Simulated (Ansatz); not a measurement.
# CAM-B3LYP/def2-SVP (core potential) run of SnCl2 (SMILES [Cl][Sn][Cl])

Aim: the vertical ionisation energy of SnCl2 at CAM-B3LYP/def2-SVP (core potential), from 2 runs. 

Program for the calculation: Ansatz 0.2.0.

32 further runs of the same task are left out: 32 set aside as unsound or not needed.

## Step 1: The structure to begin with

The species is SnCl2 (3 atoms), meant as a singlet with charge 0. As SMILES, `[Cl][Sn][Cl]`. The coordinates come from a PBE0-D4/def2-TZVP relaxation.

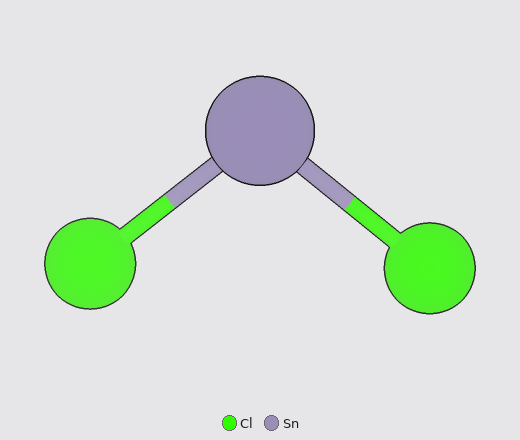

The structure, seen from a chosen angle (chlorine green, tin purple).

## Step 2: A single-point energy at CAM-B3LYP/def2-SVP (core potential)

input.yaml reads:

```yaml
basis:
  gaussian: {orbitals: def2-SVP}
crystal:
  periodic: [false, false, false]
  atoms:
    - symbol: Cl
      position_ang: [1.154200, 1.220700, 0.756000]
    - symbol: Sn
      position_ang: [-0.796900, 0.518900, -0.376600]
    - symbol: Cl
      position_ang: [-0.368200, -1.804500, -0.392600]
hamiltonian: {xc: {name: CAM-B3LYP}}
accuracy: high
output: {orbitals: {seedname: orbitals}}
```

Command:

```bash
$ ansatz run input.yaml --threads 1 --pin off --max-ram 3480MiB --events-out events.jsonl --progress --plain --runs-dir runs
```

Standard output:

```text
Warning: RAYON_NUM_THREADS=1 ignored (pool sized by the plan → 1); use --threads N
Functional definition: CAM-B3LYP
  name "CAM-B3LYP"
  parameter alpha = 0.19
  parameter beta = 0.46
  parameter omega = 0.33/bohr
  parameter ac = 0.81
  exchange = (1 - alpha - beta)*b88_x + beta*b88_x_sr(omega) + alpha*exact_x + beta*exact_x_lr(omega)
  correlation = (1 - ac)*vwn5_c + ac*lyp_c
1269 factors; integrals over basis functions are off by at most 6.3e-9 eV
317 factors; integrals over basis functions are off by at most 1.7e-9 eV
mean field evaluation 1: about -30870.3804 eV, gradient 2.1e1 eV
mean field evaluation 2: about -30870.3130 eV, gradient 2.4e1 eV
mean field evaluation 4: about -30871.8583 eV, gradient 8.2e-1 eV
mean field evaluation 8: about -30871.9013 eV, gradient 1.5e-2 eV
mean field evaluation 16: about -30871.9013 eV, gradient 9.4e-6 eV
mean field -30871.90126258 eV, -1134.5214456735 hartree, gradient 5.7e-8 eV, S^2 0.000000; 0 other end points of the search recorded, 0 dependent functions left out
reference -30871.90127713 eV, -1134.5214462084 hartree; 28, 28 occupied and 34, 34 virtual orbitals, 1269 factors
Total energy: -30871.90127713 eV, -1134.5214462084 hartree
```

Run time: 5.1 s. Hardware: 1 thread of Arm Neoverse V1, shared host; peak memory 0.2 GiB.

## Step 3: The doublet cation

run.yaml reads:

```yaml
crystal:
  periodic: [false, false, false]
  atoms:
    - symbol: Cl
      position_ang: [1.154200, 1.220700, 0.756000]
    - symbol: Sn
      position_ang: [-0.796900, 0.518900, -0.376600]
    - symbol: Cl
      position_ang: [-0.368200, -1.804500, -0.392600]
basis:
  gaussian: {orbitals: def2-SVP}
total_charge: 1
magnetization: {spin_polarized: true, initial_magnetization: 1}
hamiltonian: {xc: {name: CAM-B3LYP}}
accuracy: high
output: {orbitals: {seedname: orbitals}}
```

Command:

```bash
$ ansatz run run.yaml --threads 1 --pin off --max-ram 3480MiB --events-out events.jsonl --progress --plain --runs-dir runs
```

Standard output (excerpt; [...] marks lines left out):

```text
Warning: RAYON_NUM_THREADS=1 ignored (pool sized by the plan → 1); use --threads N
Functional definition: CAM-B3LYP
  name "CAM-B3LYP"
[...]
1268 factors; integrals over basis functions are off by at most 6.3e-9 eV
317 factors; integrals over basis functions are off by at most 1.7e-9 eV
[...]
mean field -30861.77661962 eV, -1134.1493719075 hartree, gradient 6.4e-8 eV, S^2 0.764836; 4 other end points of the search recorded, 0 dependent functions left out
reference -30861.77663442 eV, -1134.1493724514 hartree; 28, 27 occupied and 34, 35 virtual orbitals, 1268 factors
Total energy: -30861.77663442 eV, -1134.1493724514 hartree
```

It took 13 s on 1 thread of Arm Neoverse V1, shared host; peak memory 0.31 GiB.

## Step 4: Outcome

At CAM-B3LYP/def2-SVP (core potential):

```
                                          quantity           value
                       singlet SnCl2: total energy  -1134.52145 Eh
                        singlet SnCl2: HOMO energy        -8.99 eV
                        singlet SnCl2: LUMO energy        -2.01 eV
                      singlet SnCl2: HOMO–LUMO gap         6.98 eV
                      doublet cation: total energy  -1134.14937 Eh
doublet cation: HOMO energy (highest over α and β)       -15.82 eV
 doublet cation: LUMO energy (lowest over α and β)       -11.26 eV
                              doublet cation: ⟨S²⟩           0.765
vertical ionisation energy (to the doublet cation)       10.125 eV
```

**Reading.** Removing an electron at fixed nuclei costs 10.12 eV (233 kcal/mol). The negative HOMO energy of the first species, 8.99 eV, lies 1.13 eV below that difference.
